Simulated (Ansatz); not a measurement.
Fields on a plane of IrO2 (rutile)

```yaml
crystal:
  lattice:
    - [4.47181, 0.00000, 0.00000]
    - [0.00000, 4.47181, 0.00000]
    - [0.00000, 0.00000, 3.15362]
  atoms:
    - { symbol: Ir, position: [0.00000, 0.00000, 0.00000] }
    - { symbol: Ir, position: [0.50000, 0.50000, 0.50000] }
    - { symbol: O, position: [0.30879, 0.30879, 0.00000] }
    - { symbol: O, position: [0.80879, 0.19121, 0.50000] }
    - { symbol: O, position: [0.19121, 0.80879, 0.50000] }
    - { symbol: O, position: [0.69121, 0.69121, 0.00000] }
```

The slice is a (010) plane (indices of the conventional cell) through the point (0.809, 0.191, 0.500) (fractional), spanned by u = [001] and v = [100] in vectors of this cell: u (3.15 Å) and v (4.47 Å, at 90° to u). It covers one period; positions are fractions (u, v).

Atoms on it: O at (0.00, 0.00). Other atoms lie within 1 Å of the plane.

These are PBEsol (plane waves to 420 eV, PAW, scalar-relativistic; Ansatz, a program for electronic structure) values and carry that method's errors. k mesh 11×11×15. These are valence fields of a PAW run, semicore shells included where kept as valence: close to a nucleus they are smooth pseudo fields. IrO2 is run without spin polarisation and with no Hubbard U. IrO2 was relaxed with its symmetry unable to fall. Spin-orbit coupling is left out, though Ir is heavy.

```
|9999775533222222222233557799|
|8888664433111111111133446688|
|6666443322000000000022334466|
|4444332211000000000011223344|
|3322221111000011000011112222|
|2222111111222222222211111122|
|2211111122334444443322111111|
|1111112233445566554433221111|
|1111112244556677665544221111|
|0000112244667777776644221100|
|0000112244557777775544221100|
|0000112233556666665533221100|
|0000112233445555554433221100|
|0011112233445555554433221111|
|2222223344555566555544332222|
|4444333344556666665544333344|
|6666554444556666665544445566|
|8888665544445555554444556688|
|9999886644444444444444668899|
|9999886644333333333344668899|
```
Scale: ten equal steps from -1.17 (start of '0') to 0.88 (end of '9'), in the order '0123456789'. Values: log₁₀ of the valence density in e/Å³. The map has 14 points along u (two characters each, u = 0 at the left) and 20 along v (v = 0 in the bottom row). The scale is logarithmic, as a density can span decades between atoms and voids.

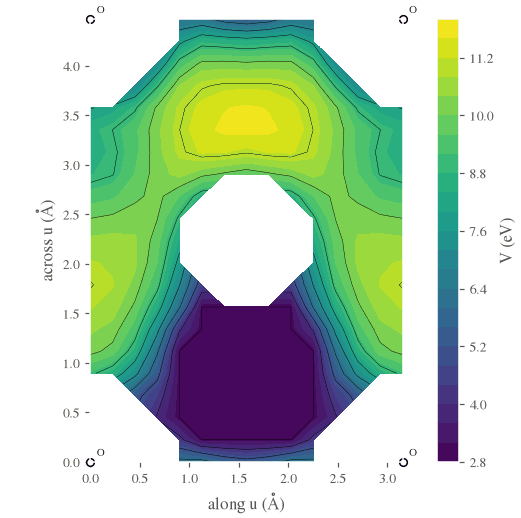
Figure: Electrostatic potential energy of an electron, from the cell's mean, in eV, one period of the plane, atoms marked. Points within 0.8 Å of a nucleus are left white, as the pseudised field means little there. Values under 3 eV are set to 3. The zero, the cell's mean, hangs on the PAW cores.
